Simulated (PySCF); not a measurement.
Species, as SMILES: ClCCl.
Geometry (B3LYP-D3(BJ)/def2-TZVP, fixed):
```
C
H 1 1.0832
H 1 1.0832 2 111.91
Cl 1 1.7804 2 108.02 3 118.77
Cl 1 1.7804 2 108.02 3 -118.77
```

Basis-set convergence of the lowest singlet excitation energy at PBE with PySCF. Tamm-Dancoff approximation; the state is taken by its order, and sets in which it differs in degeneracy or brightness are left out, yet its character can still change. All functions are spherical. Density fitting with generated auxiliary sets. In sets without p functions on hydrogen, species with hydrogen take exact integrals. No added dispersion term, no relativity. Reference: the value in aug-pcseg-2, 6.017 eV, itself unsure by roughly 0.024 eV (its distance from aug-cc-pV(T+d)Z). Deviations are taken from unrounded values. Cost is core time over that of def2-SVP, rough, on shared machines of one kind; a dash marks a row that isn't timed (too short, read off another run, short of memory, by another algorithm or on other hardware).

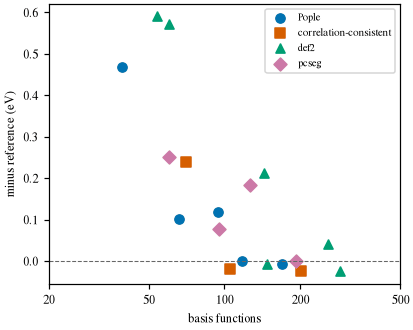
Figure: Deviation from the reference against the number of basis functions, by family of sets.

| basis | functions | lowest singlet excitation energy (eV) | minus reference (eV) | cost |
|---|---|---|---|---|
| 3-21G | 39 | 6.486 | 0.469 | - |
| def2-SV(P) | 54 | 6.608 | 0.590 | - |
| def2-SVP | 60 | 6.590 | 0.573 | 1× |
| pcseg-1 | 60 | 6.269 | 0.252 | 1× |
| 6-31+G* | 66 | 6.120 | 0.103 | - |
| cc-pV(D+d)Z | 70 | 6.257 | 0.239 | 1× |
| 6-311+G** | 94 | 6.137 | 0.119 | 2× |
| aug-pcseg-1 | 95 | 6.095 | 0.078 | 2× |
| aug-cc-pV(D+d)Z | 105 | 5.998 | -0.019 | 2× |
| 6-311++G(2d,2p) | 117 | 6.018 | 0.001 | 3× |
| pcseg-2 | 126 | 6.200 | 0.183 | 3× |
| def2-TZVPP | 143 | 6.230 | 0.213 | 3× |
| def2-TZVPD | 147 | 6.011 | -0.006 | 4× |
| 6-311++G(3df,3pd) | 169 | 6.009 | -0.008 | 4× |
| aug-pcseg-2 | 192 | 6.017 | 0.000 | 5× |
| aug-cc-pV(T+d)Z | 202 | 5.993 | -0.024 | 5× |
| def2-QZVPP | 257 | 6.059 | 0.042 | 8× |
| def2-QZVPPD | 287 | 5.994 | -0.023 | 10× |
